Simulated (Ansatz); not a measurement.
# PdSiH3+ (singlet): one geometry, many settings at distance Si2–H3 = 2.019 Å

What do other methods and options give for PdSiH3+ (singlet) at this geometry, and how long do they take?

Computed with Ansatz 0.2.0, Gaussian basis. Level: the settings change from run to run.

19 further runs of the same task are left out: 3 for a mislabelled method, 9 that didn't finish, 7 set aside as unsound or not needed.

## (1) The system

The geometry derives from a PBE0/def2-TZVP stationary point (not a proven minimum). One bond is set to the value named and the two fragments are kept rigid. No spin-orbit coupling is included. Elements past krypton take def2 core potentials.

5 atoms, charge 1, spin multiplicity 1.

Atoms are counted from 1 here; the program's logs count them from 0.

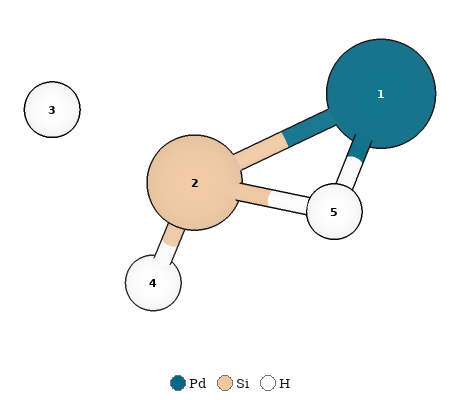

The geometry (palladium blue, silicon light orange, hydrogen white); atoms are numbered from 1 in the order of the file.

## (2) BCCD(T) on RHF/def2-SVP

Contents of in.yaml:

```yaml
crystal:
  periodic: [false, false, false]
  atoms:
    - {symbol: Pd, position_ang: [-0.008043, 0.003326, 0.497911]}
    - {symbol: Si, position_ang: [-0.002486, 0.003326, -1.679711]}
    - {symbol: H, position_ang: [-0.204965, -1.687669, -2.764100]}
    - {symbol: H, position_ang: [-0.150629, 1.240535, -2.473099]}
    - {symbol: H, position_ang: [1.274061, 0.003326, -0.529132]}
basis:
  gaussian: {orbitals: def2-SVP}
total_charge: 1
magnetization: {spin_polarized: false}
correlation: {method: bccd_t, electrons: outside_noble_gas}
```

On the command line:

```console
$ ansatz run in.yaml --threads 1 --pin off --events-out ev --progress --plain --max-ram 2393MiB
```

What it wrote (excerpt; [...] marks lines left out):

```text
Functional definition: HF
  name "HF"
  cite "Fock, Z. Phys. 61, 126 (1930) doi:10.1007/BF01340294"
  parent pbe
[...]
654 factors; integrals over basis functions are off by at most 1.1e-3 eV
[...]
mean field -11353.79869143 eV, -417.2444060291 hartree, gradient 1.6e-6 eV, S^2 0.000000; 0 other end points of the search recorded, 0 dependent functions left out; unrestricted orbitals would lower it
9 core orbitals not correlated: weight in the atoms' cores, before any rotation towards them, 1.000 or more for the frozen orbitals, at most 0.000 for the correlated occupied ones
reference -11353.79869143 eV, -417.2444060291 hartree; 8, 8 occupied and 47, 47 virtual orbitals, 654 factors
second order -9.87359511 eV of doubles, -0.00000000 eV of singles
cycle   1  -9.58023900 eV  change    2.9e-1 eV  update   1.2e-1
[...]
cycle  15  -10.07660479 eV  change   -1.8e-5 eV  update   9.2e-6
perturbative correction -0.51248569 eV, -0.0188335017 hartree
Total energy: -11364.38778191 eV, -417.6335479265 hartree
```

It took 3.8 s on 1 thread of Intel Xeon Platinum 8488C, shared host.

From the report: correlation -10.5891 eV; largest double amplitude 0.04.

## (3) HF/def2-SVP

in.yaml: that of step 2 with these lines changed.

```diff
@@ -12,2 +12,4 @@
 magnetization: {spin_polarized: false}
-correlation: {method: bccd_t, electrons: outside_noble_gas}
+hamiltonian: {xc: hf}
+accuracy: high
+output: {forces: true, orbitals: {seedname: orbitals}}
```

Launched as before.

What it wrote (excerpt; [...] marks lines left out):

```text
Functional definition: HF
  name "HF"
  cite "Fock, Z. Phys. 61, 126 (1930) doi:10.1007/BF01340294"
  parent pbe
[...]
1363 factors; integrals over basis functions are off by at most 3.6e-9 eV
[...]
mean field -11353.79881301 eV, -417.2444104971 hartree, gradient 4.0e-8 eV, S^2 0.000000; 0 other end points of the search recorded, 0 dependent functions left out
[...]
reference -11353.79881301 eV, -417.2444104971 hartree; 17, 17 occupied and 47, 47 virtual orbitals, 1363 factors
Total energy: -11353.79881301 eV, -417.2444104971 hartree
Atom 0 at    -0.008043     0.003326     0.497911 Å, force    -0.314834    -0.071050     0.850796 eV/Å
Atom 1 at    -0.002486     0.003326    -1.679711 Å, force     0.017075    -3.114193    -2.563851 eV/Å
Atom 2 at    -0.204965    -1.687669    -2.764100 Å, force     0.362281     3.439307     2.190032 eV/Å
Atom 3 at    -0.150629     1.240535    -2.473099 Å, force    -0.035445    -0.255388     0.018762 eV/Å
Atom 4 at     1.274061     0.003326    -0.529132 Å, force    -0.029077     0.001323    -0.495739 eV/Å
Dipole moment:    -0.133681     0.033758    -0.429980 e Å
```

Run time: 2.6 s. Hardware: 1 thread of Intel Xeon Platinum 8488C, shared host.

## (4) BCCD on RHF/def2-SVP

in.yaml: that of step 3 with these lines changed.

```diff
@@ -12,4 +12,3 @@
 magnetization: {spin_polarized: false}
-hamiltonian: {xc: hf}
-accuracy: high
-output: {forces: true, orbitals: {seedname: orbitals}}
+correlation: {method: bccd, electrons: outside_noble_gas, diis_vectors: 1}
+output: {forces: true}
```

Launched as before.

What it wrote (excerpt; [...] marks lines left out):

```text
Functional definition: HF
  name "HF"
  cite "Fock, Z. Phys. 61, 126 (1930) doi:10.1007/BF01340294"
  parent pbe
[...]
654 factors; integrals over basis functions are off by at most 1.1e-3 eV
[...]
mean field -11353.79869143 eV, -417.2444060291 hartree, gradient 1.6e-6 eV, S^2 0.000000; 0 other end points of the search recorded, 0 dependent functions left out; unrestricted orbitals would lower it
9 core orbitals not correlated: weight in the atoms' cores, before any rotation towards them, 1.000 or more for the frozen orbitals, at most 0.000 for the correlated occupied ones
reference -11353.79869143 eV, -417.2444060291 hartree; 8, 8 occupied and 47, 47 virtual orbitals, 654 factors
second order -9.87359511 eV of doubles, -0.00000000 eV of singles
cycle   1  -9.58023900 eV  change    2.9e-1 eV  update   1.2e-1
[...]
cycle  32  -10.07659501 eV  change   -5.5e-7 eV  update   2.6e-6
[...]
Total energy: -11363.87528644 eV, -417.6147140655 hartree
Atom 0 at    -0.008043     0.003326     0.497911 Å, force     0.075840    -0.063550     0.305069 eV/Å
Atom 1 at    -0.002486     0.003326    -1.679711 Å, force    -0.293944    -2.752092    -2.033920 eV/Å
Atom 2 at    -0.204965    -1.687669    -2.764100 Å, force     0.351480     2.910521     1.842337 eV/Å
Atom 3 at    -0.150629     1.240535    -2.473099 Å, force     0.032496    -0.109453    -0.061052 eV/Å
Atom 4 at     1.274061     0.003326    -0.529132 Å, force    -0.165872     0.014574    -0.052434 eV/Å
Dipole moment:    -0.114563     0.017843    -0.412979 e Å
```

It took 8.5 s on 1 thread of Intel Xeon Platinum 8488C, shared host.

From the report: correlation -10.0766 eV; largest double amplitude 0.04.

## (5) MP2 on RHF/def2-mTZVP

in.yaml: that of step 4 with these lines changed.

```diff
@@ -9,6 +9,6 @@
 basis:
-  gaussian: {orbitals: def2-SVP}
+  gaussian: {orbitals: def2-mTZVP}
 total_charge: 1
 magnetization: {spin_polarized: false}
-correlation: {method: bccd, electrons: outside_noble_gas, diis_vectors: 1}
+correlation: {method: mp2, electrons: valence}
 output: {forces: true}
```

Launched as before.

What it wrote (excerpt; [...] marks lines left out):

```text
Functional definition: HF
  name "HF"
  cite "Fock, Z. Phys. 61, 126 (1930) doi:10.1007/BF01340294"
  parent pbe
[...]
672 factors; integrals over basis functions are off by at most 6.1e-4 eV
[...]
mean field -11356.88050146 eV, -417.3576604584 hartree, gradient 3.5e-6 eV, S^2 0.000000; 0 other end points of the search recorded, 0 dependent functions left out; unrestricted orbitals would lower it
5 core orbitals not correlated: weight in the atoms' cores, before any rotation towards them, 1.000 or more for the frozen orbitals, at most 0.000 for the correlated occupied ones
reference -11356.88050146 eV, -417.3576604584 hartree; 12, 12 occupied and 47, 47 virtual orbitals, 672 factors
second order -9.08357539 eV of doubles, -0.00000000 eV of singles
[...]
Total energy: -11365.96407685 eV, -417.6914756970 hartree
Atom 0 at    -0.008043     0.003326     0.497911 Å, force    -0.260680    -0.061503     0.785099 eV/Å
Atom 1 at    -0.002486     0.003326    -1.679711 Å, force    -0.381221    -2.843763    -2.344482 eV/Å
Atom 2 at    -0.204965    -1.687669    -2.764100 Å, force     0.365227     3.025336     1.894286 eV/Å
Atom 3 at    -0.150629     1.240535    -2.473099 Å, force     0.054243    -0.150920    -0.045353 eV/Å
Atom 4 at     1.274061     0.003326    -0.529132 Å, force     0.222431     0.030850    -0.289550 eV/Å
Dipole moment:    -0.100570     0.018446    -0.427015 e Å
```

It took 1.7 s on 1 thread of Intel Xeon Platinum 8488C, shared host.

## (6) CCSD on UHF/def2-SVP

in.yaml: that of step 5 with these lines changed.

```diff
@@ -9,6 +9,6 @@
 basis:
-  gaussian: {orbitals: def2-mTZVP}
+  gaussian: {orbitals: def2-SVP}
 total_charge: 1
-magnetization: {spin_polarized: false}
-correlation: {method: mp2, electrons: valence}
-output: {forces: true}
+magnetization: {spin_polarized: true, initial_magnetization: 0}
+hamiltonian: {pseudopotentials: {relativity: none}}
+correlation: {method: ccsd, electrons: outside_noble_gas}
```

The command is unchanged.

What it wrote (excerpt; [...] marks lines left out):

```text
Functional definition: HF
  name "HF"
  cite "Fock, Z. Phys. 61, 126 (1930) doi:10.1007/BF01340294"
  parent pbe
[...]
654 factors; integrals over basis functions are off by at most 1.1e-3 eV
[...]
mean field -11353.87763395 eV, -417.2473071131 hartree, gradient 3.1e-6 eV, S^2 0.389356; 19 other end points of the search recorded, 0 dependent functions left out
determinant -11353.87763395 eV, -417.2473071131 hartree, with singles and doubles -11363.86231115 eV, -417.6142372322 hartree
determinant -11352.92849231 eV, -417.2124268011 hartree, with singles and doubles -11362.07922846 eV, -417.5487101519 hartree
determinant -11352.67917337 eV, -417.2032644990 hartree, with singles and doubles -11361.67385019 eV, -417.5338127753 hartree
determinant -11352.31533085 eV, -417.1898935332 hartree, with singles and doubles -11361.34288282 eV, -417.5216499487 hartree
determinant -11352.27148713 eV, -417.1882823059 hartree, with singles and doubles -11361.27523272 eV, -417.5191638533 hartree
determinant -11353.79869143 eV, -417.2444060291 hartree, with singles and doubles -11363.91634281 eV, -417.6162228591 hartree
9 core orbitals not correlated: weight in the atoms' cores, before any rotation towards them, 1.000 or more for the frozen orbitals, at most 0.000 for the correlated occupied ones
reference -11353.87763395 eV, -417.2473071131 hartree; 8, 8 occupied and 47, 47 virtual orbitals, 654 factors
second order -9.19749248 eV of doubles, -0.00000000 eV of singles
cycle   1  -9.99132017 eV  change   -6.6e-3 eV  update   9.4e-3
[...]
cycle  12  -10.02218448 eV  change    6.3e-6 eV  update   2.0e-5
Total energy: -11363.89981844 eV, -417.6156155996 hartree
```

It took 38 s on 1 thread of Intel Xeon Platinum 8488C, shared host; peak memory 0.26 GiB.

From the report: ⟨S²⟩ of the determinant 0.389 (pure singlet: 0.00); correlation -10.0222 eV; T1 0.065; largest double amplitude 0.04.

## (7) The runs in one table

| level | correlated | functions | energy (eV) | time |
| --- | --- | --- | --- | --- |
| BCCD(T) on RHF/def2-SVP | outside noble gas | 64 | -11364.3878 | 3.8 s |
| HF/def2-SVP |  | 64 | -11353.7988 | 2.6 s |
| BCCD on RHF/def2-SVP | outside noble gas | 64 | -11363.8753 | 8.5 s |
| MP2 on RHF/def2-mTZVP | valence | 64 | -11365.9641 | 1.7 s |
| CCSD on UHF/def2-SVP | outside noble gas | 64 | -11363.8998 | 38 s |

## (8) Results

| quantity | value |
| --- | --- |
| runs | 5 |
| quickest | MP2 on RHF/def2-mTZVP, 1.7 s |
| slowest | CCSD on UHF/def2-SVP, 38 s |

What this shows: Total energies in different bases, with other cores or another treatment of relativity can't be set against each other. CCSD on UHF/def2-SVP took 22 times as long as MP2 on RHF/def2-mTZVP; the jobs differ in more than the method.
